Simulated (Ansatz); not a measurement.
## TiO2 (Rutile): a many-body input that goes wrong, and its mend

What is wrong with this input for TiO2 (Rutile)?

Main program and level: Ansatz 0.2.0; G0W0 on r2SCAN, plane waves, PAW.

### 1. Set-up

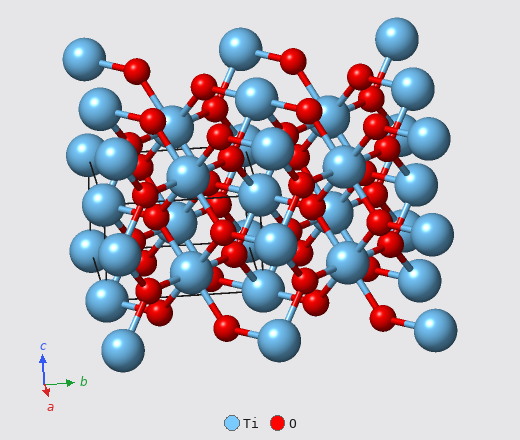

The cell as given, slightly off an axis (titanium blue, oxygen red). 2×2×2 cells are drawn. Some periodic images of atoms are drawn too.

Coordinates:

```cif
data_structure
_symmetry_space_group_name_H-M 'P4_2/mnm'
_symmetry_Int_Tables_number 136
_cell_length_a 4.5922
_cell_length_b 4.5922
_cell_length_c 2.9574
_cell_angle_alpha 90.000
_cell_angle_beta 90.000
_cell_angle_gamma 90.000
_cell_volume 62.37
loop_
_atom_site_label
_atom_site_type_symbol
_atom_site_symmetry_multiplicity
_atom_site_Wyckoff_symbol
_atom_site_fract_x
_atom_site_fract_y
_atom_site_fract_z
_atom_site_occupancy
Ti1 Ti 2 a 0.00000 0.00000 0.00000 1
O1 O 4 f 0.30496 0.30496 0.00000 1
```

The cell and positions come from the Crystallography Open Database and are kept as given unless a step says otherwise. The default PAW set here is soft_2. Its files were made with PBE.

### 2. First try

input.yaml reads:

```yaml
crystal:
  lattice:
    - [4.5922, 0.0, 0.0]
    - [0.0, 4.5922, 0.0]
    - [0.0, 0.0, 2.9574]
  atoms:
    - { symbol: Ti, position: [0.0, 0.0, 0.0] }
    - { symbol: Ti, position: [0.5, 0.5, 0.5] }
    - { symbol: O, position: [0.30496, 0.30496, 0.0] }
    - { symbol: O, position: [0.19504, 0.80496, 0.5] }
    - { symbol: O, position: [0.69504, 0.69504, 0.0] }
    - { symbol: O, position: [0.80496, 0.19504, 0.5] }
kpoints:
  mp_grid: { grid: [2, 2, 2] }
hamiltonian:
  xc: r2scan
scf:
  occupations: { method: fixed }
gw:
  n_empty_bands: 101
  ecut_chi: 80
  qp_bands: [v2, c2]
  qp_kpoints: band_edges
  screening: { model: contour_deformation }
```

On the command line:

```
ansatz run input.yaml --threads 3 --pin off --max-ram 92160MiB --backend cuda --events-out ev --progress --plain --runs-dir out --devices 1 --max-vram 13GiB
```

Numbers of over 12 decimals in the logs are rounded to 6 here.

The program printed:

```text
GPUs: using 1 of 1 available (devices: 1).
Engine: ansatz 0.2.0, x86_64-unknown-linux-gnu
Pseudopotentials: kind: paw
Pseudopotential: Ti, paw, valence charge 12, recommended cutoff 500 eV (meta_gga), Ti.paw.azcp
Pseudopotential: O, paw, valence charge 6, recommended cutoff 500 eV (meta_gga), O.paw.azcp
Functional definition: r2SCAN
  parameter k0 = 0.174
  parameter k1 = 0.065
  parameter a1 = 4.9479
  exchange = r2scan_x(k0 = k0, k1 = k1, a1 = a1)
  correlation = r2scan_c
device memory: the entry about to start is reckoned to put 1.9 GiB on a device that reports 20.0 GiB free (of which the cap on the GPU budget leaves the run 13.0 GiB)
GPU FFT provider: cuFFT
GPU libraries: cuBLAS 13.8.2, cuFFT 12.4.0, cuSOLVER 12.3.4
Crystal: 6 atoms, lattice volume = 62.367 Å³
Basis set: ecut = 500 eV, 1559 PW (Γ), exchange–correlation on 144×144×96 points (64 copies of the dense FFT grid, shifted against one another)
Bands: 30, of which v1, the nominal top of the filled ones, is band 24 counted from 1 (23 counted from 0)
Symmetry: 16 space group operations
Space group: P42/mnm (ITA 136), of the structure as read, at distance tolerance 4.0e-5 Å
k-points: 6 of 8
Non-local potential: Ti, projectors of the file, l = 0: 3, l = 1: 2, l = 2: 3, l = 3: 1
Non-local potential: O, projectors of the file, l = 0: 2, l = 1: 2, l = 2: 1
PAW form: soft (Blöchl's): semilocal exchange-correlation on the pseudo side does not see the compensation charge
PAW frozen core: Ti, regenerated for the run's functional (the file was generated under x = pbe(κ = 0.804, μ = 0.219515), c = pbe(β = 0.066725))
PAW frozen core: O, regenerated for the run's functional (the file was generated under x = pbe(κ = 0.804, μ = 0.219515), c = pbe(β = 0.066725))
PAW one-centre angular grid: Ti, 590 points (default); XC on 160 Gauss nodes
PAW one-centre angular grid: O, 302 points (default); XC on 160 Gauss nodes
Initial density: superposition of atomic densities (neutral atoms: chi_scale 0, normalization atom), corrected by the library's trained network
Initial wavefunctions: pseudopotential atomic-orbital guess
GPU buffer pool allocated for 31104 grid points (all kernels)
GPU transforms: local potential and band sums: pruned to the plane-wave sphere, on 36×36×24
Functional: x = r2scan, c = r2scan; τ floored in thin density (d = 2e-4 eV/Å³)
SCF iter   1: F=—  HF=-7292.184781 eV  |F-HF|=—  |Δ(HF+E_count)|=         —  Δρ=3.52e-2  dr2=9.04e-1  dr2_τ=4.47e-1  ethr=1.77e-3  ⟨swp⟩=4.0  Hψ=669  notcnv=0  defer=20
preconditioner: auto → Resta (q_TF=auto, 2.612 Å⁻¹)  ε∞=7.4  [insulator: Δε(μ)=2.747 eV  Ē_g=10.518 eV  n_scr=18 (ndim 8)  ℏωp=26.6 eV  f_vac=0.016  ε∞_Penn≈7.4]
SCF iter   2: F=—  HF=-7292.127575 eV  |F-HF|=—  |Δ(HF+E_count)|=   5.72e-2  Δρ=1.39e-2  dr2=5.08e-2  dr2_τ=4.10e-2  ethr=1.77e-3  ⟨swp⟩=3.0  Hψ=390  notcnv=0  defer=11
SCF iter   3: F=—  HF=-7292.123140 eV  |F-HF|=—  |Δ(HF+E_count)|=   4.44e-3  Δρ=5.12e-3  dr2=9.58e-3  dr2_τ=8.15e-4  ethr=1.06e-4  ⟨swp⟩=2.0  Hψ=277  notcnv=0  defer=24
SCF iter   4: F=—  HF=-7292.123151 eV  |F-HF|=—  |Δ(HF+E_count)|=   1.11e-5  Δρ=1.33e-3  dr2=6.01e-4  dr2_τ=1.27e-4  ethr=2.00e-5  ⟨swp⟩=2.2  Hψ=254  notcnv=0  defer=24
SCF iter   5: F=—  HF=-7292.123224 eV  |F-HF|=—  |Δ(HF+E_count)|=   7.33e-5  Δρ=2.08e-4  dr2=3.32e-5  dr2_τ=1.83e-6  ethr=1.25e-6  ⟨swp⟩=2.0  Hψ=253  notcnv=0  defer=24
SCF iter   6: F=—  HF=-7292.123233 eV  |F-HF|=—  |Δ(HF+E_count)|=   8.90e-6  Δρ=6.67e-5  dr2=3.34e-6  dr2_τ=1.93e-7  ethr=6.91e-8  ⟨swp⟩=2.0  Hψ=320  notcnv=0  defer=11
SCF iter   7: F=—  HF=-7292.123233 eV  |F-HF|=—  |Δ(HF+E_count)|=   1.10e-7  Δρ=2.30e-5  dr2=3.80e-7  dr2_τ=2.05e-8  ethr=6.96e-9  ⟨swp⟩=2.2  Hψ=250  notcnv=0  defer=11
SCF iter   8: F=-7292.123233 eV  HF=-7292.123233 eV  |F-HF|=3.00e-10  |Δ(HF+E_count)|=   3.37e-8  Δρ=2.06e-6  dr2=2.48e-9  dr2_τ=1.49e-10  ethr=2.08e-10  ⟨swp⟩=8.2  Hψ=570  notcnv=0
SCF 1 converged in 8 iterations: F = -7292.123233 eV  dr2 = 2.48e-9
[...]
device memory: the entry about to start is reckoned to put 2.6 GiB on a device that reports 21.0 GiB free (of which the cap on the GPU budget leaves the run 13.0 GiB)
NSCF: frozen V_eff on 6 k-points
[...]
device memory: the entry about to start is reckoned to put 2.2 GiB on a device that reports 20.8 GiB free (of which the cap on the GPU budget leaves the run 13.0 GiB)
NSCF: frozen V_eff on 6 k-points
G₀W₀ screening: q 1/6
[... further progress lines ...]
SCF converged after 8 iterations
Free energy (F): -7292.123233 eV
Harris-Foulkes:  -7292.123233 eV  (|F-HF|=3.00e-10)
Internal energy: -7292.123233 eV  (E = F + TS)
E sigma→0 (E₀):  -7292.123233 eV
Fermi energy:    8.901383 eV
--- Per-component energies (eV) ---
  E_band       = -440.124480
  E_kinetic    = 1252.021561
  E_local      = -3076.879161  (includes V_loc(G=0)·N_el)
  E_nonlocal   = 191.468108
  E_hartree    = 1169.327369
  E_xc         = -483.073378
  E_vxc        = -693.406863  (∫ρ·V_xc dr)
  E_paw        = -2747.262973  (= ΣΔE_a)
  E_vpaw       = -497.567710  (= ΣTr[D̂ρ^β])
  E_aug_tail   = 0.004744  (compensation charges beyond the density's cutoff)
  E_vtau       = 45.579772  (kinetic-family band-sum trace: ∫τ·v_τ [+ j·A + Jᵃ·Aᵃ] dr)
  E_ewald      = -3597.094824
  E_core_change = -0.634678  (= ΣΔE_core)
  E_smearing   = -0.000000  (= −TS)
  E_closure    = 0.000000  (closes the sum)
  Σ components = -7292.123233   (vs F -7292.123233, Δ=0.00e0)
--- Band table (eV; the first three rows and the last of 6) ---
  k-point 0: bands = [... 20 lower, 8.1431, 8.4280, 8.4280, 8.9014, 10.9703, 11.3257, 11.4773, 11.5794, ... 2 higher]
  k-point 1: bands = [... 20 lower, 6.4770, 6.4770, 7.4117, 7.4117, 12.0413, 12.0413, 12.2835, 12.2835, ... 2 higher]
  k-point 2: bands = [... 20 lower, 7.1818, 7.1818, 8.1281, 8.1281, 11.6781, 11.6781, 12.1127, 12.1127, ... 2 higher]
  k-point 5: bands = [... 20 lower, 7.5734, 7.5734, 8.1872, 8.1872, 11.6704, 11.6704, 12.3286, 12.3286, ... 2 higher]
--- G₀W₀: contour deformation, 6 samples at zero and on the imaginary axis and 1 off it, 8 q-points, 101 empty bands' worth ---
  eigenvalues of the whole cell's RPA ε∞ on this k-mesh (on a slab, of 1 + 4πα/V) = 9.0536, 9.0536, 11.3274; static W/v taken at q = 0 is 0.097921
  bands read: the sum over 125 bands ends inside a degenerate multiplet in 5 slots, whose members it reads at an even weight; the widest, k=1: bands 125 to 126 (counted from 1) at 1/2 each
  gw.qp_kpoints: band_edges: 6 of 6 stored k-points solved, in 1 pass; an edge of the gap read off the rows below is read off those points alone
    ik  band        ε_KS         Σx   Σc(E_QP)       V_xc       Z   E_QP_lin       E_QP  E_QP is
     0    23      8.4280   -26.5443     4.9494   -21.9942  0.7262     8.8245     8.8274  root
     0    24      8.9014   -26.3222     4.9930   -21.7466  0.7186     9.3155     9.3187  root
     0    25     10.9703   -12.8626    -7.1195   -21.3199  0.7212    12.3554    12.3081  root
     0    26     11.3257   -13.0786    -6.7054   -21.0372  0.7230    12.6202    12.5790  root
     1    23      7.4117   -25.9034     5.1665   -20.9918  0.7099     7.6651     7.6666  root
     1    24      7.4117   -25.9034     5.1665   -20.9918  0.7099     7.6651     7.6666  root
     1    25     12.0413   -14.3993    -6.8653   -22.5415  0.6956    13.3677    13.3182  root
     1    26     12.0413   -14.3993    -6.8653   -22.5415  0.6956    13.3677    13.3182  root
     2    23      8.1281   -25.7807     5.1436   -20.9565  0.7115     8.4453     8.4475  root
     2    24      8.1281   -25.7807     5.1436   -20.9565  0.7115     8.4453     8.4475  root
     2    25     11.6781   -13.3526    -7.0312   -21.6582  0.7078    13.0069    12.9525  root
     2    26     11.6781   -13.3526    -7.0312   -21.6582  0.7078    13.0069    12.9525  root
     3    23      7.8159   -25.7142     5.1733   -20.8275  0.7111     8.1007     8.1025  root
     3    24      7.8159   -25.7142     5.1733   -20.8275  0.7111     8.1007     8.1025  root
[...]
4    26     11.0187   -13.1050    -6.9292   -21.3633  0.7235    12.3935    12.3478  root
     5    23      8.1872   -26.4519     5.0420   -21.7501  0.7214     8.5252     8.5274  root
     5    24      8.1872   -26.4519     5.0420   -21.7501  0.7214     8.5252     8.5274  root
     5    25     11.6704   -13.6488    -6.8218   -21.7065  0.7062    12.9542    12.9062  root
     5    26     11.6704   -13.6488    -6.8218   -21.7065  0.7062    12.9542    12.9062  root
```

Run time: 6.4 s. Hardware: 1 × NVIDIA H100 80GB HBM3 (shared by 6 runs) with 3 threads of AMD EPYC 7R13 (Zen 3), shared host; peak memory 1.1 GiB.

**What went wrong?**

The run ended normally, though the input holds a fault or crude settings.

The fault: G0W0 on a mesh far too coarse. So few points can't sample the density or the screening, and the band edges may lie elsewhere in the zone.

It printed a gap of 2.90 eV, which is an artefact of the settings.

### 3. A better input

Now the one-shot GW correction: screening in the RPA, then the self-energy of the levels asked for.

input.yaml, as its differences from that of step 2:

```diff
@@ -13,3 +13,3 @@
 kpoints:
-  mp_grid: { grid: [2, 2, 2] }
+  mp_grid: { grid: [4, 4, 6] }
 hamiltonian:
@@ -19,4 +19,4 @@
 gw:
-  n_empty_bands: 101
-  ecut_chi: 80
+  n_empty_bands: 229
+  ecut_chi: 138
   qp_bands: [v2, c2]
```

The program printed:

```text
GPUs: using 1 of 1 available (devices: 1).
[...]
GPU FFT provider: cuFFT
GPU libraries: cuBLAS 13.8.2, cuFFT 12.4.0, cuSOLVER 12.3.4
Crystal: 6 atoms, lattice volume = 62.367 Å³
Basis set: ecut = 500 eV, 1559 PW (Γ), exchange–correlation on 144×144×96 points (64 copies of the dense FFT grid, shifted against one another)
Bands: 30, of which v1, the nominal top of the filled ones, is band 24 counted from 1 (23 counted from 0)
[... 1 set-up line as in the run before ...]
[...]
k-points: 24 of 96
[...]
GPU buffer pool allocated for 31104 grid points (all kernels)
[...]
SCF iter   1: F=—  HF=-7292.561013 eV  |F-HF|=—  |Δ(HF+E_count)|=         —  Δρ=2.75e-2  dr2=5.50e-1  dr2_τ=3.86e-1  ethr=1.77e-3  ⟨swp⟩=4.0  Hψ=2734  notcnv=0  defer=50
[...]
0    23      8.3477   -26.2433     4.3164   -22.0046  0.7296     8.4252     8.4253  root
     0    24      8.8197   -26.2042     4.5257   -21.7520  0.7188     8.8932     8.8933  root
     0    25     11.0506   -13.2820    -6.9625   -21.3328  0.7284    12.1636    12.1389  root
     0    26     11.3863   -13.2804    -6.7194   -21.0221  0.7290    12.4306    12.4086  root
     1    23      7.8346   -25.6077     4.0278   -21.6387  0.7275     7.8933     7.8934  root
     1    24      8.6460   -26.0914     4.6645   -21.4835  0.7172     8.7026     8.7027  root
     1    25     11.4399   -13.1800    -7.3003   -21.5185  0.7149    12.5033    12.4780  root
     1    26     11.5923   -13.6987    -6.9148   -21.6967  0.7245    12.7013    12.6754  root
[...]
23    23      8.1144   -26.2696     4.5298   -21.7532  0.7237     8.1277     8.1277  root
    23    24      8.1144   -26.2696     4.5298   -21.7532  0.7237     8.1277     8.1277  root
    23    25     11.7617   -13.6720    -6.9668   -21.6522  0.7104    12.8001    12.7751  root
    23    26     11.7617   -13.6720    -6.9668   -21.6522  0.7104    12.8001    12.7751  root
[key lines of the parts left out:]
SCF converged after 8 iterations
Free energy (F): -7292.576821 eV
Fermi energy:    8.819662 eV
```

Elapsed: 35 s, on 1 × NVIDIA H100 80GB HBM3 (shared by 6 runs) with 3 threads; peak memory 1.5 GiB; 63 s of CPU time.

Numbers from this step:

```
bands summed                                 : 253
RPA ε∞ on this mesh (eigenvalues)            : 6.288, 6.288, 7.491
plane waves in the screening matrix          : 217
q-points in the mesh                         : 96
G0W0 gap on the mesh                         : 3.202 eV
k of the valence top                         : 0, 0, 0
k of the conduction bottom                   : 0, -0.5, -0.5
starting gap on the mesh                     : 2.231 eV
Z at the valence top                         : 0.7188
Z at the conduction bottom                   : 0.7267
least direct G0W0 gap on the computed points : 3.246 eV
```

The gap on the mesh goes from 2.23 eV to 3.20 eV, a correction of +0.97 eV, though a band edge has moved to another state.

### 4. Results

| Item | Value |
| --- | --- |
| first try | converged after 6.4 s |
| better run | G0W0 gap on the mesh 3.20 eV (4×4×6 mesh, 229 empty bands, screening to 138 eV) |

What this shows: The second run differs in: mesh, empty bands and screening cutoff (eV). Bands and cutoff are finite, so the gap is not at the basis limit. The miss can reach some tenths of an eV and take either sign; the mesh is an error of its own.

[Paths, hosts, dates, memory and timing lines, banners, echoed tables and standing remarks are left out of the program output.]

[Logs are printed without paths, hosts, clocks, repeated set-up lines and the standing remarks that a program may print on its own settings, such as how far it seeks lower states.]

[Runs of the session that timed out or met a known fault of the program may be left out.]

[Cells called generated may have been cut or substituted from an entry of the Crystallography Open Database or the Materials Project.]

[Hosts, paths, dates, database ids (printed as entryN), source tags and the programs' standing remarks are cut or masked in the printed files.]
